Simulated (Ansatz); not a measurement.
Process, species as SMILES: O=C (CH2-O) + 2 [H][H] (H2) → C (CH4) + O (H2O)
B3LYP-D3(BJ)/def2-TZVP geometries, fixed; electronic energies without zero-point terms.

Basis-set convergence of the energy of full hydrogenation at PBE with Ansatz (an electronic-structure program). Cartesian d functions, on some or all atoms, in 6-31G**, 6-31+G*; all else is spherical. The program fits the integrals of some runs and decomposes those of others, by size. No added dispersion term, no relativity. Functions are those of the species that has most. Reference: the value in aug-pcseg-3, -59.20 kcal/mol, itself unsure by roughly 0.05 kcal/mol (its mean distance from aug-cc-pVQZ, def2-QZVPPD, pcseg-3). Deviations are taken from unrounded values.

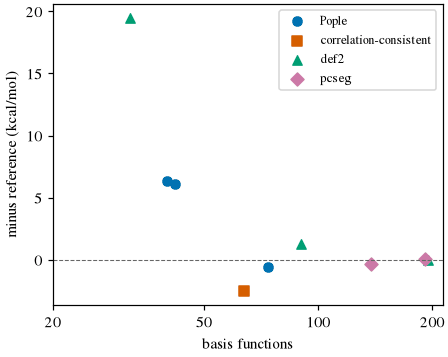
Figure: Deviation from the reference against the number of basis functions, by family of sets.

```tsv
basis	functions	energy of full hydrogenation (kcal/mol)	minus reference (kcal/mol)
def2-SV(P)	32	-39.69	19.50
6-31G**	40	-52.86	6.34
6-31+G*	42	-53.11	6.09
aug-cc-pVDZ	64	-61.74	-2.54
6-311++G(2d,2p)	74	-59.81	-0.61
def2-TZVPP	90	-57.94	1.25
aug-pcseg-2	138	-59.50	-0.30
pcseg-3	192	-59.13	0.06
def2-QZVPPD	195	-59.22	-0.02
```
